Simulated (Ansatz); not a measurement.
Input file:

```
crystal:
  periodic: [false, false, false]
  atoms:
    - { symbol: Ga, position_ang: [-0.282885, -0.545291, -0.113919] }
    - { symbol: H, position_ang: [0.886832, 0.135424, 2.287195] }
    - { symbol: "N", position_ang: [1.465093, 0.016608, -0.407258] }
    - { symbol: H, position_ang: [2.199175, -0.696725, -0.452824] }
    - { symbol: H, position_ang: [1.604568, 0.667473, -1.193329] }
    - { symbol: H, position_ang: [-1.419097, 0.494975, -0.507434] }
    - { symbol: O, position_ang: [-0.062156, -0.042169, 2.041072] }
    - { symbol: H, position_ang: [-0.333429, -0.831395, 2.553599] }
magnetization:
  spin_polarized: true
  initial_magnetization: 1
basis:
  gaussian: { orbitals: def2-SVP }
hamiltonian:
  xc: lda
relax:
  f_tol: 0.03
  max_steps: 50
output:
  orbitals: {}
```

Command:

```sh
ansatz run input.yaml --threads 2 --pin off --max-ram 3072MiB --backend cpu --events-out ev --progress --plain --runs-dir out
```

The fields are those of the run's last geometry, not of the input's.

These are results of UKS LDA/def2-SVP (Ansatz 0.2.0), not measurements.

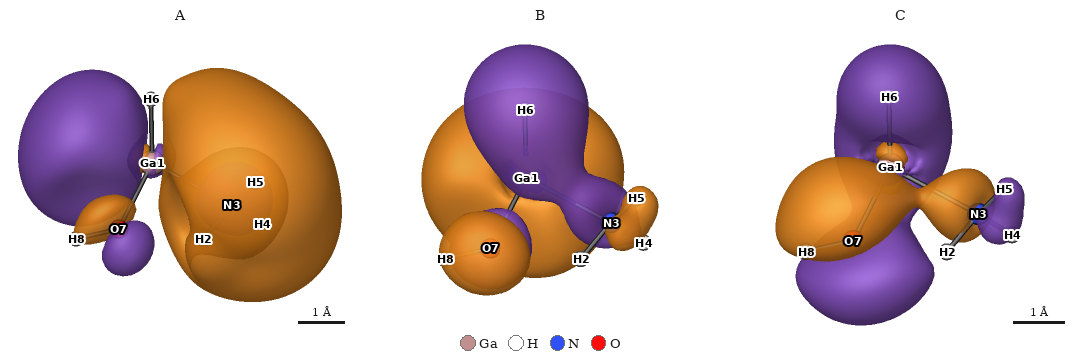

GaH₅NO (doublet). Three frontier orbitals at ±0.06 Å⁻³ᐟ² (orange and purple are the two phases), in no order.

Which picture is the HOMO−1, the HOMO and the LUMO? All are α orbitals.

Answer. C is the HOMO−1 (α) (−6.24 eV). It lies mainly on O7 (about 70 %) and Ga1 (about 15 %); largely a lone pair of O7. B is the HOMO (α) (−3.40 eV). By Hirshfeld shares it lies mainly on Ga1 (about 65 %), H6 (about 15 %) and O7 (about 15 %). A is the LUMO (α) (−0.37 eV). Its weight (Hirshfeld) is mainly on Ga1 (about 45 %), N3 (about 15 %), H4 (about 15 %) and H5 (about 15 %).

What is the gap between the highest occupied and lowest empty α orbitals?

Answer. 3.03 eV between the orbital energies.
